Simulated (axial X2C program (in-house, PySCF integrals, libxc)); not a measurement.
**YAl: bond curves with and without spin–orbit coupling**

Aim: find the lowest determinant of YAl, scan the bond at several levels and fit the constants, once spin-free and once with spin–orbit coupling.

The runs use an in-house X2C program for linear molecules on PySCF integrals; all-electron X2C, Y dyall-cv3z, Al dyall-v3z.

All values are calculated.

### Step 1. The job

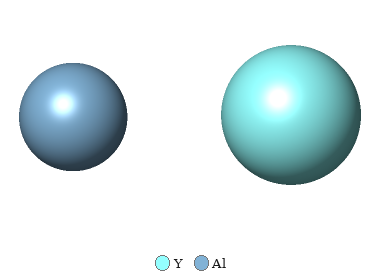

The two atoms at 2.890 Å (yttrium light teal, aluminium light blue).

The input, task.json:

```json
{"zs": [39, 13], "q": 0, "bas": ["dyall-cv3z", "dyall-v3z"], "levels": ["PBE0", "HF", "r2SCAN"], "cc": true, "r0": 2.89, "thr": -2.0, "nmax": 90, "npts": 10, "nst": 2, "ntry": 6}
```

Keys: zs atomic numbers; q charge; bas basis sets; levels methods (HF also brings MP2); cc coupled cluster on or off; r0 starting distance in Å; thr threshold in hartree for freezing inner shells (an s shell follows its p shell); nmax most natural virtual spinors; npts points asked for on the curve; nst determinants followed; ntry starts of the search.

Command:

```console
python so2c.py task.json out
```

Spin-free means the one-electron spin-free X2C Hamiltonian; two-component (2c) means X2C with spin–orbit coupling and atomic mean-field two-electron Coulomb and Gaunt terms. Basis: Y dyall-cv3z contracted to [11s12p9d6f3g], Al dyall-v3z contracted to [8s8p2d1f]; Gaussian nuclei, density fitting. Masses: Y 88.906 u, Al 26.982 u.

Notation: σ, π±, δ± give the projection m of an orbital's angular momentum (0, ±1, ±2), α and β its spin, Λ and M_S the sums; ω is the projection of a spinor's total angular momentum and Ω the sum. Logs are in hartree.

The results follow Hamiltonian by Hamiltonian and level by level.

### Step 2. Which state to follow

PBE0 moves the distance from 2.890 Å to 2.808 Å and compares determinants there.

Spin-free determinants:

| ΔE (eV) | state | open shells |
| --- | --- | --- |
| 0.00 | M_S = 1, Λ = 0 | beyond closed shells: π+α, π-α |
| 0.31 | M_S = 2, Λ = 0 | beyond closed shells: 2 × σα, π+α, π-α |
| 0.44 | M_S = 1, Λ = 1 | beyond closed shells: σα, π+α |
| 0.56 | M_S = 0, Λ = 1 | beyond closed shells: σα, π+β |
| 0.61 | M_S = 0, Λ = 0 | beyond closed shells: π+β, π-α |
| 0.61 | M_S = 0, Λ = 2 | beyond closed shells: π+α, π+β |
| 0.78 | M_S = 0, Λ = 0 | beyond closed shells: 2 × σβ, π+α, π-α |

Two-component determinants:

| ΔE (eV) | state | open shells |
| --- | --- | --- |
| 0.00 | Ω = 1 | excess of +ω over −ω: ω = -1/2, ω = 3/2 |
| 0.31 | Ω = 2 | excess of +ω over −ω: ω = 1/2, ω = 3/2 |
| 0.55 | Ω = 1 | excess of +ω over −ω: 2 × ω = 1/2 |
| 0.63 | Ω = 0 | closed shell |
| 0.78 | Ω = 0 | excess of +ω over −ω: 3 × ω = 1/2, ω = -3/2 |
| 0.90 | Ω = 4 | excess of +ω over −ω: ω = 3/2, ω = 5/2 |
| 1.05 | Ω = 3 | excess of +ω over −ω: ω = 1/2, ω = 5/2 |

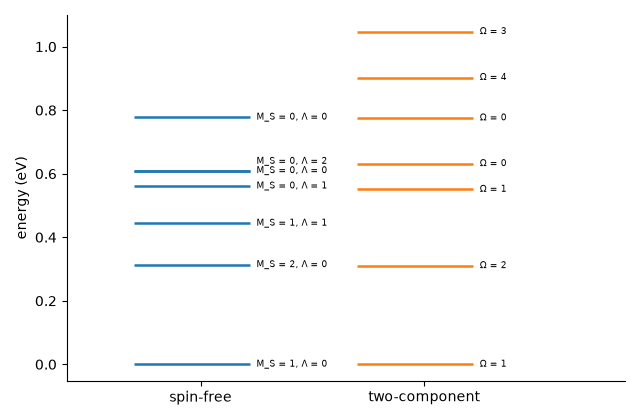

The determinants found, each set from its own lowest.

### Step 3. PBE0, spin-free

State followed: M_S = 1, Λ = 0 (beyond closed shells: π+α, π-α). The scan is laid around 2.808 Å, a first estimate of the minimum, and this SCF restarts from the orbitals of the search.

The SCF at the reference distance of 2.808 Å:

```text
spin-free X2C-1e  PBE0
basis functions 210  fitting functions 1044  grid points 5085
iter        total energy     max residual
   1      -3627.397073552     4.22e-06
   2      -3627.397073551     9.52e-06
converged
one-electron -5204.33511952  Coulomb 1610.06041317  exact exchange -31.63641861  xc functional -97.03183390  nuclear repulsion 95.54588531
```

Along the bond, energies from the lowest point:

| R (Å) | E (eV) | μ (D) | HOMO (eV) | LUMO (eV) | iterations |
| --- | --- | --- | --- | --- | --- |
| 2.639 | 0.0850 | -2.08 | -4.41 | -2.33 | 15 |
| 2.724 | 0.0185 | -2.11 | -4.45 | -2.33 | 15 |
| 2.808 | 0.0000 | -2.13 | -4.48 | -2.34 | 2 |
| 2.906 | 0.0248 | -2.14 | -4.46 | -2.34 | 16 |
| 3.005 | 0.0868 | -2.13 | -4.36 | -2.34 | 15 |
| 3.131 | 0.2036 | -2.09 | -4.24 | -2.34 | 16 |

Dipoles are positive if Al is the positive end.

Outer orbitals at the reference distance:

```json
{"symmetry": "π-α", "occupied": "yes", "ε (eV)": "-30.46", "atomic character": "100% Y p"}
{"symmetry": "π+α", "occupied": "yes", "ε (eV)": "-30.46", "atomic character": "100% Y p"}
{"symmetry": "σα", "occupied": "yes", "ε (eV)": "-30.42", "atomic character": "98% Y p"}
{"symmetry": "π+β", "occupied": "yes", "ε (eV)": "-30.05", "atomic character": "100% Y p"}
{"symmetry": "π-β", "occupied": "yes", "ε (eV)": "-30.05", "atomic character": "100% Y p"}
{"symmetry": "σβ", "occupied": "yes", "ε (eV)": "-29.64", "atomic character": "98% Y p"}
{"symmetry": "σα", "occupied": "yes", "ε (eV)": "-9.28", "atomic character": "59% Al s, 14% Y s, 12% Y p"}
{"symmetry": "σβ", "occupied": "yes", "ε (eV)": "-7.88", "atomic character": "61% Al s, 14% Y s, 10% Y d"}
{"symmetry": "σα", "occupied": "yes", "ε (eV)": "-4.81", "atomic character": "48% Al p, 33% Y s, 6% Al s"}
{"symmetry": "π+α", "occupied": "yes", "ε (eV)": "-4.57", "atomic character": "54% Y d, 33% Al p, 7% Y p"}
{"symmetry": "π-α", "occupied": "yes", "ε (eV)": "-4.57", "atomic character": "54% Y d, 33% Al p, 7% Y p"}
{"symmetry": "σβ", "occupied": "yes", "ε (eV)": "-4.48", "atomic character": "61% Y s, 16% Y p, 15% Al p"}
{"symmetry": "σα", "occupied": "no", "ε (eV)": "-2.34", "atomic character": "36% Y d, 34% Y s, 16% Al p"}
{"symmetry": "σβ", "occupied": "no", "ε (eV)": "-1.87", "atomic character": "57% Y d, 31% Al p, 4% Al s"}
{"symmetry": "π-β", "occupied": "no", "ε (eV)": "-1.80", "atomic character": "48% Y d, 42% Al p, 7% Y p"}
{"symmetry": "π+β", "occupied": "no", "ε (eV)": "-1.80", "atomic character": "48% Y d, 42% Al p, 7% Y p"}
```

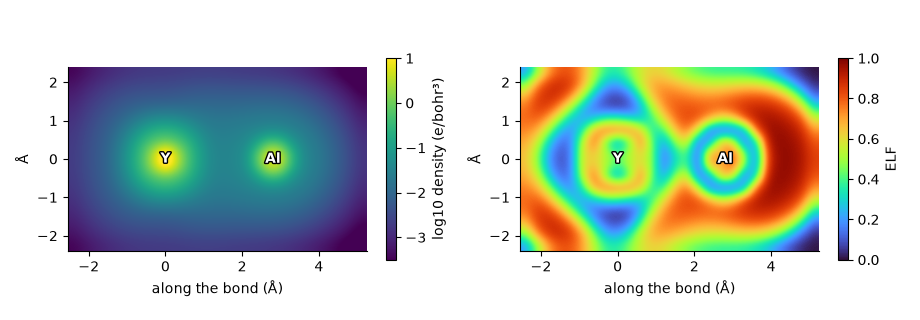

PBE0 fields in a plane through the axis, from a grid of 0.3 Å; Y lies at z = 0 and Al at z = 2.808 Å; the ELF is damped to zero where the density is low.

Re = 2.804 Å, ωe = 263.7 cm⁻¹, Be = 0.1036 cm⁻¹, De = 1.60 eV, μ = -2.13 D. ⟨S²⟩ = 2.32 against 2.00 for a pure state, so this determinant mixes spins.

### Step 4. HF, spin-free

Output at 2.808 Å:

```text
spin-free X2C-1e  HF
basis functions 210  fitting functions 1044  grid points 5085
iter        total energy     max residual
   1      -3625.274495464     2.67e-01
   2      -3625.299475602     5.21e-03
   3      -3625.303135907     3.43e-03
   4      -3625.305040696     2.60e-03
   5      -3625.306575550     2.33e-03
   6      -3625.308568103     2.00e-03
   7      -3625.309126898     1.58e-03
   8      -3625.309440829     6.16e-04
   9      -3625.309483140     1.87e-04
  10      -3625.309487062     1.35e-04
  11      -3625.309489199     8.76e-05
  12      -3625.309490465     5.25e-05
  13      -3625.309491154     2.29e-05
  14      -3625.309491307     9.71e-06
  15      -3625.309491328     5.89e-06
  16      -3625.309491334     3.91e-06
  17      -3625.309491337     1.42e-06
  18      -3625.309491337     4.88e-07
converged
one-electron -5202.32793413  Coulomb 1608.11233980  exact exchange -126.63978232  xc functional 0.00000000  nuclear repulsion 95.54588531
```

Re = 2.845 Å, ωe = 272.3 cm⁻¹, Be = 0.1006 cm⁻¹, De = 0.809 eV, μ = -2.72 D. ⟨S²⟩ = 2.76 against 2.00 for a pure state, so this determinant mixes spins.

### Step 5. r2SCAN, spin-free

The SCF at the reference distance of 2.808 Å:

```text
spin-free X2C-1e  r2SCAN
basis functions 210  fitting functions 1044  grid points 5085
iter        total energy     max residual
   1      -3627.780557637     7.45e-02
   2      -3627.783282397     3.61e-03
   3      -3627.780645341     1.21e-02
   4      -3627.783629337     2.31e-03
   5      -3627.783783017     8.44e-04
   6      -3627.783842728     5.06e-04
   7      -3627.783861778     2.28e-04
   8      -3627.783867138     6.56e-05
   9      -3627.783868403     5.20e-05
  10      -3627.783868839     1.25e-05
  11      -3627.783868916     7.57e-06
  12      -3627.783868919     1.54e-06
  13      -3627.783868920     7.74e-07
converged
one-electron -5204.55232313  Coulomb 1610.29928115  exact exchange 0.00000000  xc functional -129.07671224  nuclear repulsion 95.54588531
```

Re = 2.806 Å, ωe = 258.9 cm⁻¹, Be = 0.1034 cm⁻¹, De = 1.88 eV, μ = -2.24 D. ⟨S²⟩ = 2.52 against 2.00 for a pure state, so this determinant mixes spins.

### Step 6. MP2 and beyond, spin-free

Correlated methods: 14 electrons correlated (frozen shells, counted by type: Y 3 s, 2 p, 1 d; Al 2 s, 1 p), 282 virtual spinors in MP2, 89 natural virtuals in coupled cluster.

Output of the correlated part at 2.808 Å:

```text
correlated 14  virtual 282  natural virtual 89  E(MP2) -0.314854874  MP2 remainder -0.020521402
iter   CCSD correlation   residual
   1     -0.313612983   1.58e-01
   2     -0.324547063   7.70e-02
   3     -0.327209407   4.33e-02
   4     -0.328258255   2.66e-02
   5     -0.329020727   1.37e-02
   6     -0.329246008   7.25e-03
   7     -0.329282253   3.86e-03
   8     -0.329319398   2.24e-03
   9     -0.329301921   1.41e-03
  10     -0.329316412   8.32e-04
  11     -0.329310235   4.13e-04
  12     -0.329315980   2.10e-04
  13     -0.329315909   1.10e-04
  14     -0.329316923   6.09e-05
  15     -0.329317186   3.20e-05
  16     -0.329317271   1.85e-05
  17     -0.329317381   1.08e-05
  18     -0.329317433   6.32e-06
  19     -0.329317423   3.53e-06
(T) -0.015397391  T1 0.0685  D1 0.1679  max T2 0.095
```

T1 in the output is the amplitude norm over the root of the electron number; divide by √2 for the Lee–Taylor value.

MP2: No constants are quoted: the reference is strongly spin-contaminated.

CCSD: Re = 2.823 Å, ωe = 268.3 cm⁻¹, Be = 0.1022 cm⁻¹, De = 1.07 eV. T1 at Re = 0.049 (Lee–Taylor, the printed value over √2).

CCSD(T): Re = 2.830 Å, ωe = 262.8 cm⁻¹, Be = 0.1017 cm⁻¹, De = 1.17 eV. T1 at Re = 0.049 (Lee–Taylor, the printed value over √2).

### Step 7. A higher determinant, spin-free

State: M_S = 2, Λ = 0 (beyond closed shells: 2 × σα, π+α, π-α).

Output at the reference distance:

```text
spin-free X2C-1e  PBE0
basis functions 210  fitting functions 1044  grid points 5085
iter        total energy     max residual
   1      -3627.385557617     1.97e-06
   2      -3627.385557617     3.68e-06
converged
one-electron -5205.78050950  Coulomb 1611.58323618  exact exchange -31.65411020  xc functional -97.08005939  nuclear repulsion 95.54588531
```

| R (Å) | E above the lowest PBE0 point (eV) |
| --- | --- |
| 2.639 | 0.288 |
| 2.724 | 0.280 |
| 2.808 | 0.313 |
| 2.906 | 0.391 |
| 3.005 | 0.495 |
| 3.131 | 0.650 |

Re = 2.696 Å, ωe = 292.9 cm⁻¹, Be = 0.1121 cm⁻¹, μ = -4.65 D. Te = 0.28 eV.

### Step 8. The spin-free curves together

Energy (eV) of the followed determinant, spin-free, from each level's lowest point:

| R (Å) | PBE0 | HF | MP2 (spin-contaminated) | CCSD | CCSD(T) | r2SCAN |
| --- | --- | --- | --- | --- | --- | --- |
| 2.639 | 0.085 | 0.144 | 0.075 | 0.110 | 0.114 | 0.084 |
| 2.724 | 0.019 | 0.043 | 0.011 | 0.029 | 0.032 | 0.019 |
| 2.808 | 0.000 | 0.000 | 0.000 | 0.000 | 0.000 | 0.000 |
| 2.906 | 0.025 | 0.006 | 0.038 | 0.017 | 0.013 | 0.023 |
| 3.005 | 0.087 | 0.057 | 0.117 | 0.075 | 0.066 | 0.082 |
| 3.131 | 0.204 | 0.169 | 0.258 | 0.192 | 0.176 | 0.195 |

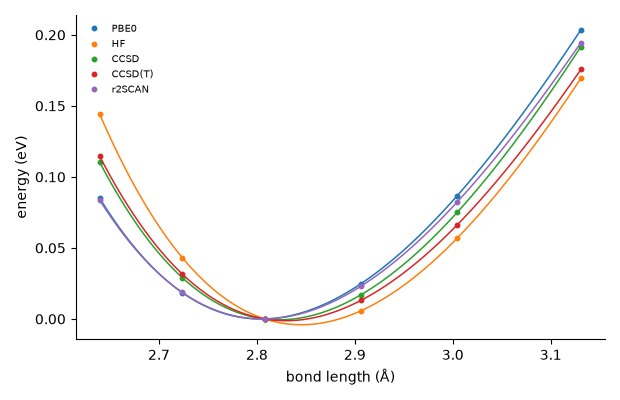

Curves of the followed state, spin-free, each from its own lowest point. Left out: MP2.

### Step 9. PBE0, 2c

State followed: Ω = 1 (excess of +ω over −ω: ω = -1/2, ω = 3/2). The scan is laid around 2.808 Å, a first estimate of the minimum, and this SCF restarts from the orbitals of the search.

The SCF at the reference distance of 2.808 Å:

```text
two-component X2C + atomic mean field  PBE0
basis functions 210  fitting functions 1044  grid points 5085
iter        total energy     max residual
   1      -3626.090461433     2.66e-06
   2      -3626.090461434     1.79e-06
converged
one-electron -5200.89713205  Coulomb 1609.36392754  exact exchange -31.62315996  xc functional -96.99156746  nuclear repulsion 95.54588531  atomic mean-field constant -1.48841481
```

Along the bond, energies from the lowest point:

| R (Å) | E (eV) | μ (D) | HOMO (eV) | LUMO (eV) | iterations |
| --- | --- | --- | --- | --- | --- |
| 2.639 | 0.0850 | -2.07 | -4.41 | -2.33 | 15 |
| 2.724 | 0.0186 | -2.11 | -4.44 | -2.33 | 15 |
| 2.808 | 0.0000 | -2.13 | -4.47 | -2.34 | 2 |
| 2.906 | 0.0247 | -2.14 | -4.45 | -2.34 | 16 |
| 3.005 | 0.0866 | -2.13 | -4.34 | -2.34 | 15 |
| 3.131 | 0.2032 | -2.08 | -4.22 | -2.34 | 16 |

Dipoles are positive if Al is the positive end.

Outer spinors at the reference distance:

```
   ω  occupied  ε (eV)            atomic character     λ mixture
-1/2       yes  -31.21                    100% Y p  85% π, 15% σ
 1/2       yes  -31.13                     99% Y p  54% π, 46% σ
 3/2       yes  -29.96                    100% Y p        100% π
 1/2       yes  -29.77                     99% Y p  54% σ, 46% π
-3/2       yes  -29.54                    100% Y p        100% π
-1/2       yes  -29.32                     98% Y p  85% σ, 15% π
 1/2       yes   -9.28  59% Al s, 14% Y s, 12% Y p        100% σ
-1/2       yes   -7.88  61% Al s, 14% Y s, 10% Y d        100% σ
 1/2       yes   -4.81  49% Al p, 33% Y s, 6% Al s        100% σ
-1/2       yes   -4.59   54% Y d, 32% Al p, 7% Y p   99% π, 1% σ
 3/2       yes   -4.56   54% Y d, 33% Al p, 7% Y p        100% π
-1/2       yes   -4.47  60% Y s, 16% Y p, 16% Al p   99% σ, 1% π
 1/2        no   -2.34  36% Y d, 34% Y s, 15% Al p        100% σ
-1/2        no   -1.87  57% Y d, 31% Al p, 4% Al s        100% σ
 1/2        no   -1.81   48% Y d, 42% Al p, 7% Y p        100% π
-3/2        no   -1.79   49% Y d, 41% Al p, 7% Y p   99% π, 1% δ
```

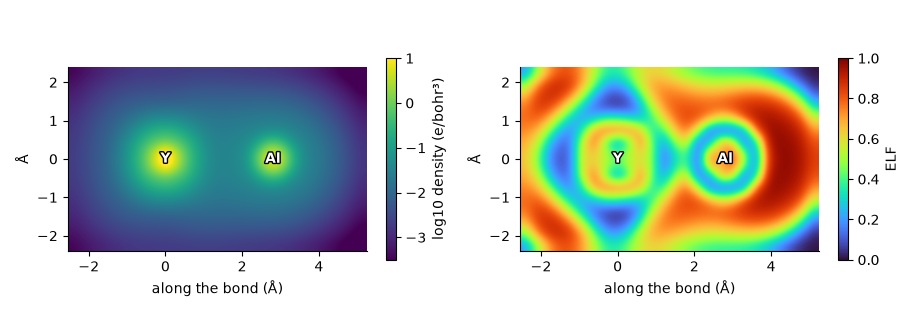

PBE0 fields in a plane through the axis, from a grid of 0.3 Å; Y lies at z = 0 and Al at z = 2.808 Å; the ELF is damped to zero where the density is low.

Re = 2.804 Å, ωe = 263.5 cm⁻¹, Be = 0.1036 cm⁻¹, De = 1.60 eV, μ = -2.13 D.

### Step 10. HF, 2c

Output at 2.808 Å:

```text
two-component X2C + atomic mean field  HF
basis functions 210  fitting functions 1044  grid points 5085
iter        total energy     max residual
   1      -3623.968373854     2.67e-01
   2      -3623.993341993     5.21e-03
   3      -3623.997005041     3.44e-03
   4      -3623.998911559     2.60e-03
   5      -3624.000448206     2.33e-03
   6      -3624.002440575     1.99e-03
   7      -3624.002997289     1.58e-03
   8      -3624.003310614     6.19e-04
   9      -3624.003353755     1.90e-04
  10      -3624.003357918     1.36e-04
  11      -3624.003360268     8.88e-05
  12      -3624.003361683     5.20e-05
  13      -3624.003362451     2.36e-05
  14      -3624.003362631     9.68e-06
  15      -3624.003362660     5.90e-06
  16      -3624.003362672     3.59e-06
  17      -3624.003362679     2.44e-06
  18      -3624.003362681     1.97e-06
  19      -3624.003362682     1.67e-06
converged
one-electron -5198.89218506  Coulomb 1607.41806140  exact exchange -126.58670952  xc functional 0.00000000  nuclear repulsion 95.54588531  atomic mean-field constant -1.48841481
```

Re = 2.845 Å, ωe = 272.2 cm⁻¹, Be = 0.1006 cm⁻¹, De = 0.797 eV, μ = -2.71 D.

### Step 11. r2SCAN, 2c

Output at 2.808 Å:

```text
two-component X2C + atomic mean field  r2SCAN
basis functions 210  fitting functions 1044  grid points 5085
iter        total energy     max residual
   1      -3626.472413705     8.22e-02
   2      -3626.475153240     3.65e-03
   3      -3626.472428028     1.23e-02
   4      -3626.475512449     2.26e-03
   5      -3626.475661236     8.47e-04
   6      -3626.475720857     5.18e-04
   7      -3626.475740238     2.26e-04
   8      -3626.475745640     6.49e-05
   9      -3626.475746902     5.09e-05
  10      -3626.475747326     1.21e-05
  11      -3626.475747399     7.32e-06
  12      -3626.475747401     1.48e-06
  13      -3626.475747402     7.69e-07
converged
one-electron -5201.11391389  Coulomb 1609.60235604  exact exchange 0.00000000  xc functional -129.02166005  nuclear repulsion 95.54588531  atomic mean-field constant -1.48841481
```

Re = 2.806 Å, ωe = 258.7 cm⁻¹, Be = 0.1034 cm⁻¹, De = 1.88 eV, μ = -2.24 D.

### Step 12. Correlated methods, 2c

Correlated methods: 14 electrons correlated (frozen shells, counted by type: Y 3 s, 2 p, 1 d; Al 2 s, 1 p), 282 virtual spinors in MP2, 90 natural virtuals in coupled cluster.

Output of the correlated part at 2.808 Å:

```text
correlated 14  virtual 282  natural virtual 90  E(MP2) -0.314950312  MP2 remainder -0.020068484
iter   CCSD correlation   residual
   1     -0.314092099   1.58e-01
   2     -0.325024412   7.73e-02
   3     -0.327719957   4.36e-02
   4     -0.328771752   2.67e-02
   5     -0.329540648   1.38e-02
   6     -0.329768111   7.30e-03
   7     -0.329804451   3.89e-03
   8     -0.329842491   2.26e-03
   9     -0.329825007   1.44e-03
  10     -0.329840111   8.54e-04
  11     -0.329833818   4.27e-04
  12     -0.329839626   2.23e-04
  13     -0.329839566   1.24e-04
  14     -0.329840663   7.74e-05
  15     -0.329840956   4.97e-05
  16     -0.329841047   3.58e-05
  17     -0.329841204   2.54e-05
  18     -0.329841270   1.74e-05
  19     -0.329841216   1.12e-05
  20     -0.329841238   7.24e-06
  21     -0.329841153   4.96e-06
  22     -0.329841145   3.05e-06
(T) -0.015515488  T1 0.0688  D1 0.1688  max T2 0.088
```

MP2: No constants are quoted: the reference is strongly spin-contaminated.

CCSD: Re = 2.823 Å, ωe = 268.3 cm⁻¹, Be = 0.1022 cm⁻¹, De = 1.05 eV. T1 at Re = 0.049 (Lee–Taylor, the printed value over √2).

CCSD(T): Re = 2.829 Å, ωe = 262.8 cm⁻¹, Be = 0.1017 cm⁻¹, De = 1.15 eV. T1 at Re = 0.049 (Lee–Taylor, the printed value over √2).

### Step 13. A higher determinant, 2c

State: Ω = 2 (excess of +ω over −ω: ω = 1/2, ω = 3/2).

Output at the reference distance:

```text
two-component X2C + atomic mean field  PBE0
basis functions 210  fitting functions 1044  grid points 5085
iter        total energy     max residual
   1      -3626.079055945     7.47e-06
   2      -3626.079055955     5.95e-06
   3      -3626.079055958     5.15e-06
   4      -3626.079055966     2.99e-06
   5      -3626.079055970     1.22e-06
   6      -3626.079055970     5.74e-07
converged
one-electron -5202.34190092  Coulomb 1610.88591931  exact exchange -31.64082014  xc functional -97.03972471  nuclear repulsion 95.54588531  atomic mean-field constant -1.48841481
```

| R (Å) | E above the lowest PBE0 point (eV) |
| --- | --- |
| 2.639 | 0.285 |
| 2.724 | 0.277 |
| 2.808 | 0.310 |
| 2.906 | 0.388 |
| 3.005 | 0.492 |
| 3.131 | 0.647 |

Re = 2.696 Å, ωe = 292.8 cm⁻¹, Be = 0.1121 cm⁻¹, μ = -4.64 D. Te = 0.27 eV.

### Step 14. The 2c curves together

Energy (eV) of the followed determinant, 2c, from each level's lowest point:

| R (Å) | PBE0 | HF | MP2 (spin-contaminated) | CCSD | CCSD(T) | r2SCAN |
| --- | --- | --- | --- | --- | --- | --- |
| 2.639 | 0.085 | 0.144 | 0.075 | 0.110 | 0.114 | 0.084 |
| 2.724 | 0.019 | 0.043 | 0.011 | 0.029 | 0.032 | 0.019 |
| 2.808 | 0.000 | 0.000 | 0.000 | 0.000 | 0.000 | 0.000 |
| 2.906 | 0.025 | 0.006 | 0.038 | 0.017 | 0.013 | 0.023 |
| 3.005 | 0.087 | 0.057 | 0.117 | 0.075 | 0.066 | 0.082 |
| 3.131 | 0.203 | 0.169 | 0.258 | 0.192 | 0.176 | 0.194 |

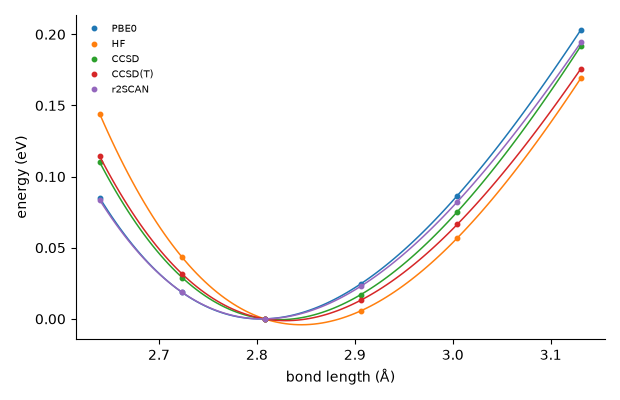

Curves of the followed state, 2c, each from its own lowest point. Left out: MP2.

The whole job took 3.4 min on 1 thread of Intel Xeon 6975P-C (Granite Rapids), shared host.

### Step 15. Constants

Lowest determinant that the search found at its distance, spin-free: M_S = 1, Λ = 0 (beyond closed shells: π+α, π-α).

Lowest determinant that the search found at its distance, 2c: Ω = 1 (excess of +ω over −ω: ω = -1/2, ω = 3/2).

| Hamiltonian | level | Re (Å) | ωe (cm⁻¹) | De (eV) | μ (D) |
| --- | --- | --- | --- | --- | --- |
| spin-free | PBE0 | 2.804 | 263.7 | 1.60 | -2.13 |
| spin-free | HF | 2.845 | 272.3 | 0.809 | -2.72 |
| spin-free | CCSD | 2.823 | 268.3 | 1.07 | n/a |
| spin-free | CCSD(T) | 2.830 | 262.8 | 1.17 | n/a |
| spin-free | r2SCAN | 2.806 | 258.9 | 1.88 | -2.24 |
| 2c | PBE0 | 2.804 | 263.5 | 1.60 | -2.13 |
| 2c | HF | 2.845 | 272.2 | 0.797 | -2.71 |
| 2c | CCSD | 2.823 | 268.3 | 1.05 | n/a |
| 2c | CCSD(T) | 2.829 | 262.8 | 1.15 | n/a |
| 2c | r2SCAN | 2.806 | 258.7 | 1.88 | -2.24 |

Dipoles are positive if Al is the positive end. No constants: spin-free MP2 (the reference is strongly spin-contaminated); 2c MP2 (the reference is strongly spin-contaminated). Spin-free ⟨S²⟩ is off its pure value at PBE0 2.32, HF 2.76, r2SCAN 2.52.

Time per point (s) on 1 thread of Intel Xeon 6975P-C (Granite Rapids), shared host (2c runs; CCSD comes with the CCSD(T) run); the times are rough: PBE0 0.67, HF 0.5, CCSD(T) 8.6, r2SCAN 0.73.

At CCSD(T), going from spin-free to two-component changes Re by 0 mÅ, ωe by 0.0 %, which is small (part of it comes from the scalar share of the two-electron terms). De moves by -0.02 eV; both De rest on single-determinant atoms, which can miss part of an open shell's spin–orbit lowering.

De refers to Y + Al, each in the lowest determinant found, which need not be this curve's own limit. The state is a single determinant with fixed occupations, the lowest that a limited PBE0 search found. De is counted from the lowest determinant-based energies of the atoms at the same level, without counterpoise correction. Density functionals use the spin component along the axis (collinear). Coupled cluster ran in a truncated set of natural virtual spinors; the MP2 energy of the rest was added. The meta-GGAs lack a current-density term, which matters for open shells with orbital currents, atoms included. With several unpaired electrons one determinant need not be a pure state. The spin-free determinant is spin-contaminated at some levels. T1 at Re is 0.049 (Lee–Taylor), above the customary mark of 0.02.
